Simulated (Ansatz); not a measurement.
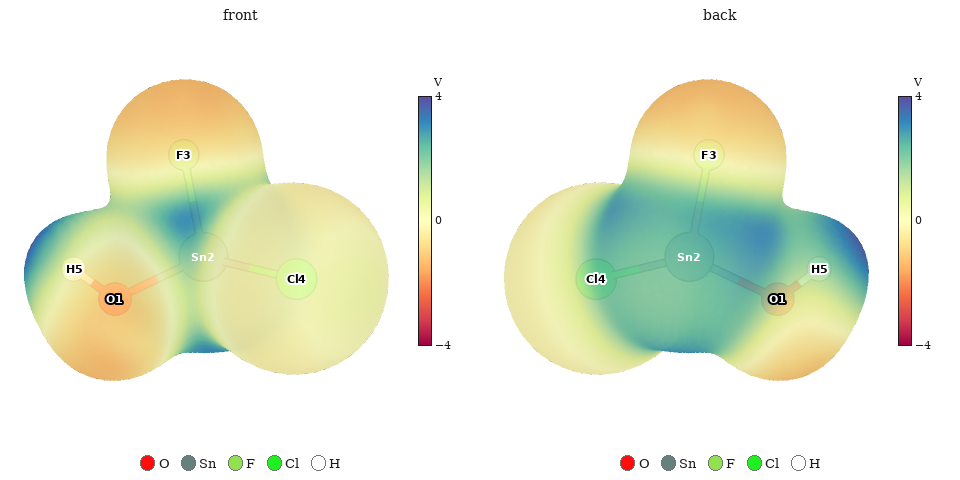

ClFHOSn (SMILES [OH][Sn]([F])[Cl]) (doublet). The electrostatic potential painted on the density surface at 0.004 e/bohr³, seen from the front and from behind; red is negative and blue positive.

Geometry: PBE0-D4/def2-TZVP; core potentials replace the inner electrons of Sn.

The calculation used UKS PBE0-D4/def2-TZVPP (Ansatz).

```xyz
5

O    -0.6005    0.5037   -1.1795
Sn    0.3628   -0.7170    0.0133
F     1.5380    0.4545    0.9908
Cl   -1.1775   -1.5983    1.5218
H    -0.0729    1.2834   -1.3878
```

Describe the electrostatic potential map.

The most negative region (about −1.3 V) lies over O1 and F3, the most positive (about +3.6 V) over H5. Cl4 shows a σ-hole: about +0.4 V at the tip opposite its bond, against about −0.2 V on its flanks.
